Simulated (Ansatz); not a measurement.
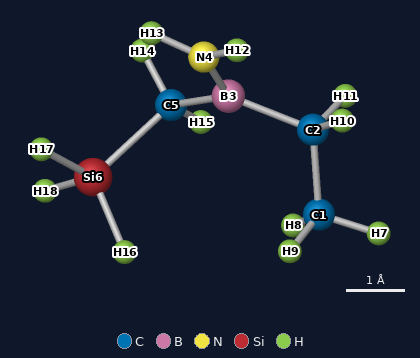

The structure as given in the input (ball-and-stick view, seen at a tilt; atoms are numbered from 1 in the order of the input).

**Run report: C3H12BNSi, nudged elastic band (part 1 of 2)**

- system: C3H12BNSi
- method: RKS B3LYP/6-31G* (Ansatz 0.2.0)

It belongs to a series of runs on one base structure; here: band between the two ends. Figures and captions count atoms from 1; the log counts them from 0 in places.

The input
```yaml
crystal:
  periodic: [false, false, false]
  atoms:
    - { symbol: C, position_ang: [0.57801, -2.093898, -0.227937] }
    - { symbol: C, position_ang: [1.273685, -0.826549, -0.762464] }
    - { symbol: B, position_ang: [0.594568, 0.550174, -0.339014] }
    - { symbol: "N", position_ang: [1.390172, 1.554195, 0.241583] }
    - { symbol: C, position_ang: [-0.955147, 0.831043, -0.560378] }
    - { symbol: Si, position_ang: [-1.94191, 0.789758, 1.050978] }
    - { symbol: H, position_ang: [1.065021, -3.007239, -0.59061] }
    - { symbol: H, position_ang: [-0.472319, -2.1386, -0.539563] }
    - { symbol: H, position_ang: [0.5922, -2.127584, 0.867976] }
    - { symbol: H, position_ang: [2.335254, -0.847725, -0.473156] }
    - { symbol: H, position_ang: [1.269539, -0.869737, -1.864276] }
    - { symbol: H, position_ang: [2.376969, 1.43436, 0.426957] }
    - { symbol: H, position_ang: [1.039485, 2.461469, 0.519966] }
    - { symbol: H, position_ang: [-1.113554, 1.829122, -0.994891] }
    - { symbol: H, position_ang: [-1.403279, 0.108072, -1.253794] }
    - { symbol: H, position_ang: [-1.710111, -0.469346, 1.812137] }
    - { symbol: H, position_ang: [-1.547145, 1.926599, 1.932415] }
    - { symbol: H, position_ang: [-3.409038, 0.907187, 0.805872] }
basis:
  gaussian: { orbitals: "6-31G*" }
hamiltonian:
  xc: b3lyp
neb:
  order_check: false
  images: 6
  f_tol: 0.03
  max_iterations: 41
  initial_path: idpp
  climbing: false
  final_atoms:
    - { symbol: C, position_ang: [0.57627384, -2.09451016, -0.22672628] }
    - { symbol: C, position_ang: [1.27307286, -0.82678126, -0.75862594] }
    - { symbol: B, position_ang: [0.59432514, 0.55126873, -0.33921451] }
    - { symbol: "N", position_ang: [1.39128031, 1.55667819, 0.23744942] }
    - { symbol: C, position_ang: [-0.95482871, 0.83297595, -0.56102491] }
    - { symbol: Si, position_ang: [-1.94119811, 0.78775793, 1.05033222] }
    - { symbol: H, position_ang: [1.06302289, -3.00721105, -0.59116588] }
    - { symbol: H, position_ang: [-0.47399515, -2.13823741, -0.53874861] }
    - { symbol: H, position_ang: [0.59012109, -2.13052353, 0.86916248] }
    - { symbol: H, position_ang: [2.33391122, -0.84814582, -0.46652863] }
    - { symbol: H, position_ang: [1.27224873, -0.8695944, -1.86072374] }
    - { symbol: H, position_ang: [1.04237761, 2.46546153, 0.5128996] }
    - { symbol: H, position_ang: [2.37803208, 1.43614152, 0.42246006] }
    - { symbol: H, position_ang: [-1.11317311, 1.83210748, -0.99249758] }
    - { symbol: H, position_ang: [-1.40286281, 0.11201391, -1.25624733] }
    - { symbol: H, position_ang: [-1.71167276, -0.47342384, 1.80788495] }
    - { symbol: H, position_ang: [-1.54616739, 1.92067519, 1.93601813] }
    - { symbol: H, position_ang: [-3.40836775, 0.90464803, 0.80709754] }
```

Machine: 2 threads of Arm Neoverse V2, 24 GiB of memory available, shared host.

Run as:
```bash
ansatz run input.yaml --threads 2 --pin off --max-ram 3072MiB --backend cpu --events-out ev --progress --plain --runs-dir out
```

What the program printed
```
Engine: ansatz 0.2.0, aarch64-unknown-linux-gnu
Functional definition: B3LYP
  parameter a0 = 0.2
  parameter ax = 0.72
  parameter ac = 0.81
  exchange = (1 - a0 - ax)*slater_x + ax*b88_x + a0*exact_x
  correlation = (1 - ac)*vwn_rpa_c + ac*lyp_c
1407 factors; integrals over basis functions are off by at most 7.7e-4 eV
mean field evaluation 1: about -13340.3161 eV, gradient 7.5e1 eV
mean field evaluation 2: about -13332.4311 eV, gradient 9.2e1 eV
mean field evaluation 4: about -13352.6236 eV, gradient 4.6e0 eV
mean field evaluation 8: about -13352.6844 eV, gradient 2.2e-1 eV
mean field evaluation 16: about -13352.6845 eV, gradient 3.3e-5 eV
mean field -13352.68449681 eV, -490.7021044831 hartree, gradient 3.3e-5 eV, S^2 0.000000; 0 other end points of the search recorded, 0 dependent functions left out
the calculation of the forces begins
reference -13352.68476685 eV, -490.7021144068 hartree; 28, 28 occupied and 90, 90 virtual orbitals, 1407 factors
1407 factors; integrals over basis functions are off by at most 7.7e-4 eV
mean field evaluation 32: about -13352.6845 eV, gradient 3.3e-5 eV
mean field -13352.68451577 eV, -490.7021051800 hartree, gradient 3.3e-5 eV, S^2 0.000000; 0 other end points of the search recorded, 0 dependent functions left out
[... from here on the field's lines of each further geometry are left out, up to the last ...]
NEB iter   1: max|band force component| = 2.425e0 eV/Å  barrier→ = 1.3880 eV  barrier← = 1.3880 eV  Δτ_max = 0.0989 Å  (209 SCF iters)
NEB iter   2: max|band force component| = 9.951e-1 eV/Å  barrier→ = 1.2897 eV  barrier← = 1.2897 eV  Δτ_max = 0.0903 Å  (153 SCF iters)
NEB iter   3: max|band force component| = 3.117e-1 eV/Å  barrier→ = 1.2737 eV  barrier← = 1.2737 eV  Δτ_max = 0.1133 Å  (152 SCF iters)
NEB iter   4: max|band force component| = 8.448e-1 eV/Å  barrier→ = 1.2213 eV  barrier← = 1.2213 eV  Δτ_max = 0.0552 Å  (153 SCF iters)
NEB iter   5: max|band force component| = 8.244e-1 eV/Å  barrier→ = 1.1730 eV  barrier← = 1.1730 eV  Δτ_max = 0.0551 Å  (154 SCF iters)
NEB iter   6: max|band force component| = 5.166e-1 eV/Å  barrier→ = 1.1202 eV  barrier← = 1.1202 eV  Δτ_max = 0.1121 Å  (153 SCF iters)
NEB iter   7: max|band force component| = 2.497e-1 eV/Å  barrier→ = 1.0789 eV  barrier← = 1.0790 eV  Δτ_max = 0.0595 Å  (154 SCF iters)
NEB iter   8: max|band force component| = 1.036e-1 eV/Å  barrier→ = 1.0765 eV  barrier← = 1.0766 eV  Δτ_max = 0.0911 Å  (150 SCF iters)
NEB iter   9: max|band force component| = 1.163e-1 eV/Å  barrier→ = 1.0708 eV  barrier← = 1.0709 eV  Δτ_max = 0.0458 Å  (150 SCF iters)
NEB iter  10: max|band force component| = 1.407e-1 eV/Å  barrier→ = 1.0687 eV  barrier← = 1.0687 eV  Δτ_max = 0.0228 Å  (149 SCF iters)
NEB iter  11: max|band force component| = 8.529e-2 eV/Å  barrier→ = 1.0695 eV  barrier← = 1.0695 eV  Δτ_max = 0.0228 Å  (155 SCF iters)
NEB iter  12: max|band force component| = 5.517e-2 eV/Å  barrier→ = 1.0690 eV  barrier← = 1.0690 eV  Δτ_max = 0.0228 Å  (149 SCF iters)
NEB iter  13: max|band force component| = 4.398e-2 eV/Å  barrier→ = 1.0659 eV  barrier← = 1.0659 eV  Δτ_max = 0.0228 Å  (145 SCF iters)
NEB iter  14: max|band force component| = 5.235e-2 eV/Å  barrier→ = 1.0630 eV  barrier← = 1.0630 eV  Δτ_max = 0.0228 Å  (148 SCF iters)
NEB iter  15: max|band force component| = 6.298e-2 eV/Å  barrier→ = 1.0604 eV  barrier← = 1.0605 eV  Δτ_max = 0.0458 Å  (149 SCF iters)
NEB iter  16: max|band force component| = 9.953e-2 eV/Å  barrier→ = 1.0550 eV  barrier← = 1.0550 eV  Δτ_max = 0.0917 Å  (147 SCF iters)
NEB iter  17: max|band force component| = 1.763e-1 eV/Å  barrier→ = 1.0424 eV  barrier← = 1.0424 eV  Δτ_max = 0.0917 Å  (147 SCF iters)
NEB iter  18: max|band force component| = 1.883e-1 eV/Å  barrier→ = 1.0352 eV  barrier← = 1.0352 eV  Δτ_max = 0.0917 Å  (147 SCF iters)
NEB iter  19: max|band force component| = 1.848e-1 eV/Å  barrier→ = 1.0303 eV  barrier← = 1.0303 eV  Δτ_max = 0.1819 Å  (150 SCF iters)
NEB iter  20: max|band force component| = 1.301e-1 eV/Å  barrier→ = 1.0036 eV  barrier← = 1.0036 eV  Δτ_max = 0.1817 Å  (156 SCF iters)
NEB iter  21: max|band force component| = 3.353e-1 eV/Å  barrier→ = 0.9766 eV  barrier← = 0.9767 eV  Δτ_max = 0.0917 Å  (155 SCF iters)
NEB iter  22: max|band force component| = 2.928e-1 eV/Å  barrier→ = 0.9633 eV  barrier← = 0.9633 eV  Δτ_max = 0.0919 Å  (158 SCF iters)
NEB iter  23: max|band force component| = 1.227e-1 eV/Å  barrier→ = 0.9230 eV  barrier← = 0.9230 eV  Δτ_max = 0.1835 Å  (159 SCF iters)
NEB iter  24: max|band force component| = 3.338e-1 eV/Å  barrier→ = 0.7987 eV  barrier← = 0.7987 eV  Δτ_max = 0.0866 Å  (158 SCF iters)
NEB iter  25: max|band force component| = 3.176e-1 eV/Å  barrier→ = 0.7763 eV  barrier← = 0.7763 eV  Δτ_max = 0.0310 Å  (156 SCF iters)
NEB iter  26: max|band force component| = 9.995e-2 eV/Å  barrier→ = 0.7635 eV  barrier← = 0.7635 eV  Δτ_max = 0.0504 Å  (144 SCF iters)
NEB iter  27: max|band force component| = 6.409e-2 eV/Å  barrier→ = 0.7699 eV  barrier← = 0.7699 eV  Δτ_max = 0.0440 Å  (153 SCF iters)
NEB iter  28: max|band force component| = 4.374e-2 eV/Å  barrier→ = 0.7692 eV  barrier← = 0.7692 eV  Δτ_max = 0.0480 Å  (155 SCF iters)
NEB iter  29: max|band force component| = 3.369e-2 eV/Å  barrier→ = 0.7708 eV  barrier← = 0.7708 eV  Δτ_max = 0.0660 Å  (152 SCF iters)
NEB iter  30: max|band force component| = 9.069e-2 eV/Å  barrier→ = 0.7747 eV  barrier← = 0.7747 eV  Δτ_max = 0.0331 Å  (152 SCF iters)
NEB iter  31: max|band force component| = 1.295e-1 eV/Å  barrier→ = 0.7797 eV  barrier← = 0.7797 eV  Δτ_max = 0.0130 Å  (149 SCF iters)
NEB iter  32: max|band force component| = 3.547e-2 eV/Å  barrier→ = 0.7791 eV  barrier← = 0.7792 eV  Δτ_max = 0.0165 Å  (130 SCF iters)
NEB iter  33: max|band force component| = 3.142e-2 eV/Å  barrier→ = 0.7777 eV  barrier← = 0.7777 eV  Δτ_max = 0.0118 Å  (138 SCF iters)
the calculation of the forces begins
reference -13352.67230418 eV, -490.7016564124 hartree; 28, 28 occupied and 90, 90 virtual orbitals, 1407 factors
1407 factors; integrals over basis functions are off by at most 7.7e-4 eV
mean field evaluation 1376: about -13351.9069 eV, gradient 8.1e-5 eV
mean field -13351.90694179 eV, -490.6735298633 hartree, gradient 9.2e-6 eV, S^2 0.000000; 1 other end points of the search recorded, 0 dependent functions left out
the calculation of the forces begins
reference -13351.90721149 eV, -490.6735397746 hartree; 28, 28 occupied and 90, 90 virtual orbitals, 1407 factors
NEB iter  34: max|band force component| = 1.625e-2 eV/Å  barrier→ = 0.7776 eV  barrier← = 0.7776 eV  Δτ_max = 0.0000 Å  (287 SCF iters)
```

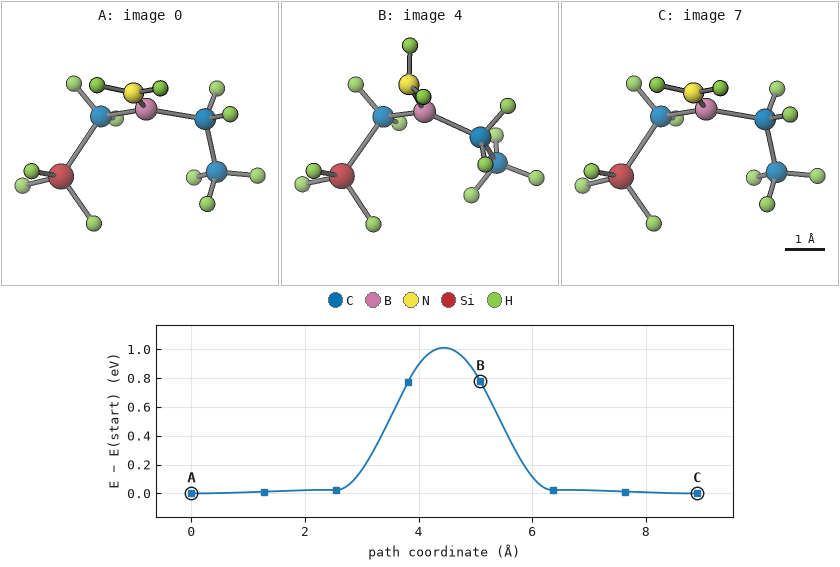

Images of the last band (counted from 0; ball-and-stick, seen at an oblique angle) above the energy along the path; the line is a cubic interpolation that uses the forces. The highest image is number 4, 0.778 eV above the start and 0.778 eV above the end; start and end have the same energy. The path is 8.90 Å long. The band converged in 34 iterations.

```
Total energy: -13351.90721149 eV, -490.6735397746 hartree
Atom 0 at     0.415543    -2.145605    -0.383518 Å, force    -0.010671     0.002309     0.039173 eV/Å
Atom 1 at     1.252213    -0.890144    -0.092680 Å, force    -0.020326    -0.005843     0.095944 eV/Å
Atom 2 at     0.579122     0.538351    -0.303278 Å, force    -0.011550    -0.006236     0.036482 eV/Å
Atom 3 at     1.366682     1.747273    -0.105269 Å, force    -0.040649     0.017168     0.150252 eV/Å
Atom 4 at    -0.946331     0.718999    -0.636372 Å, force     0.015403    -0.006111    -0.082313 eV/Å
Atom 5 at    -1.885616     0.918039     1.016295 Å, force     0.033979     0.002848    -0.047252 eV/Å
Atom 6 at     0.994215    -3.065474    -0.235598 Å, force    -0.002252     0.001287     0.017102 eV/Å
Atom 7 at     0.054503    -2.156093    -1.420126 Å, force     0.010490     0.027955     0.031001 eV/Å
Atom 8 at    -0.464343    -2.202004     0.266798 Å, force    -0.019577    -0.022251     0.021544 eV/Å
Atom 9 at     1.677980    -0.945074     0.921770 Å, force     0.022352    -0.032624     0.069972 eV/Å
Atom 10 at     2.141673    -0.893421    -0.747818 Å, force    -0.039846     0.031345     0.051046 eV/Å
Atom 11 at     1.721821     2.235394    -0.915233 Å, force    -0.496698     0.439479    -0.180216 eV/Å
Atom 12 at     2.111057     1.724887     0.573826 Å, force     0.515231    -0.453007     0.028959 eV/Å
Atom 13 at    -1.157157     1.645556    -1.185981 Å, force    -0.004581     0.017006    -0.046426 eV/Å
Atom 14 at    -1.413004    -0.128211    -1.151559 Å, force    -0.009445     0.003852    -0.071169 eV/Å
Atom 15 at    -1.700274    -0.266847     1.903698 Å, force     0.021784     0.000207    -0.039078 eV/Å
Atom 16 at    -1.434505     2.117101     1.772234 Å, force     0.011591    -0.004014    -0.037161 eV/Å
Atom 17 at    -3.351179     1.058577     0.774613 Å, force     0.024766    -0.013370    -0.037859 eV/Å
Dipole moment:     0.332047     0.040748    -0.205129 e Å
this run last wrote the band of iteration 34 to [file]
```
